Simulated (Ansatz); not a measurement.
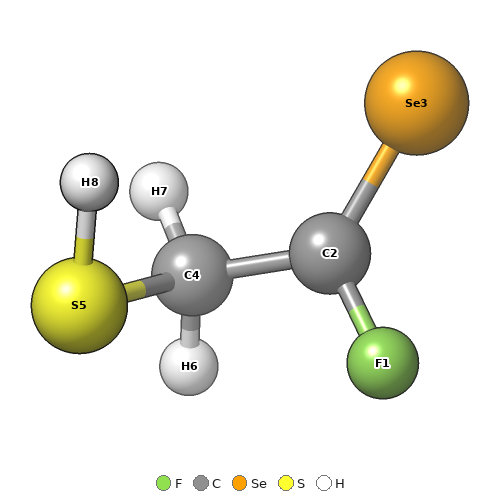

The system is C2H3FSSe, SMILES FC(=[Se])CS; the picture shows the reference structure. The first coordinate is: dihedral C2–C4–S5–H8; the second: dihedral F1–C2–C4–S5. Nothing is relaxed (all other coordinates rigid). The scan uses a 10 × 10 grid. Points are written as (first, second). Energies: kJ/mol, counted from the lowest grid point. These are results of RKS PBE0-D4/def2-SVP in Ansatz 0.2.0, not measurements.

Its coordinates:

```xyz
8

F    -1.1237   -1.5789   -0.1872
C     0.0210   -0.9468   -0.3573
Se    1.5364   -1.8143   -0.5232
C    -0.1586    0.5309   -0.3611
S    -0.5910    1.1451    1.3035
H    -1.0228    0.7925   -0.9935
H     0.7380    1.0304   -0.7451
H     0.6006    0.8412    1.8639
```

Range: dihedral C2–C4–S5–H8 from −180 to 144°; dihedral F1–C2–C4–S5 from −180 to 144°.

What will the energy surface look like?

The lowest grid point is at (72°, 72°). There are further wells near (72°, −72°) (2.3 kJ/mol above the lowest at that grid point); (−72°, −72°) (4.9 kJ/mol above the lowest at that grid point); (−72°, 72°) (5.1 kJ/mol above the lowest at that grid point). The highest grid point, (0°, 0°), lies 40.8 kJ/mol above the lowest. On the interpolated surface the easiest way out of the lowest well to the well at about (−70°, 65°) passes a barrier of about 16 kJ/mol. Round the minimum the two coordinates are weakly coupled (coupling 0.08 in units of the two stiffnesses).

```tsv
dihedral F1–C2–C4–S5 ↓, dihedral C2–C4–S5–H8 →	−180	−144	−108	−72	−36	0	36	72	108	144
144	18.8	20.3	24.9	23.5	25.2	27.3	15.7	14.0	22.3	24.5
108	21.0	19.8	18.6	15.7	20.0	23.0	11.5	6.8	17.0	23.3
72	16.1	13.5	9.4	5.1	10.1	16.6	6.0	0.0	8.8	16.7
36	16.2	18.0	15.4	10.2	16.2	22.7	13.9	8.6	13.5	16.4
0	21.2	24.9	27.7	23.7	29.3	40.8	26.4	20.3	26.2	25.7
−36	18.9	18.2	17.8	15.0	19.7	25.6	15.8	9.3	16.7	21.7
−72	17.1	16.6	11.3	4.9	10.3	17.7	8.0	2.3	9.1	15.8
−108	20.0	21.1	17.3	9.4	13.5	21.8	15.8	10.8	16.0	19.9
−144	17.9	22.5	22.3	16.0	17.0	25.0	20.6	18.5	21.9	19.9
−180	12.8	20.0	26.7	22.1	23.3	25.4	20.2	18.9	25.2	20.2
```

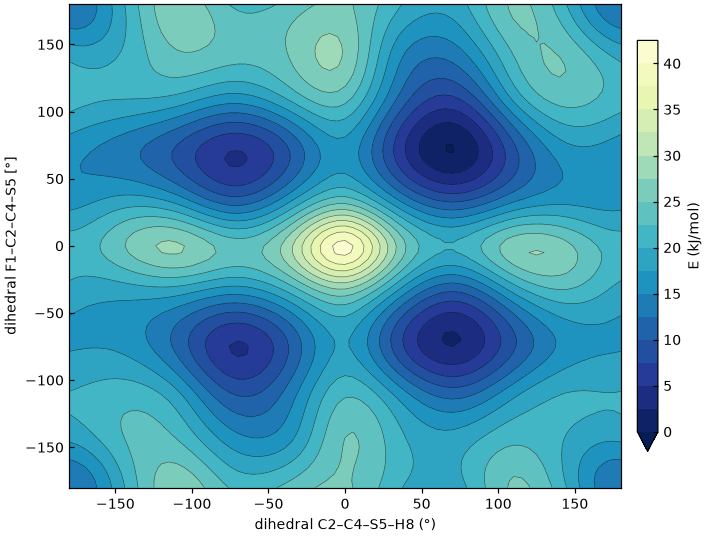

In the figure: filled contours. Between grid points the surface is interpolated.

The whole map (100 points run) took 9.2 min on 1 thread of Arm Neoverse V2, on a shared host.
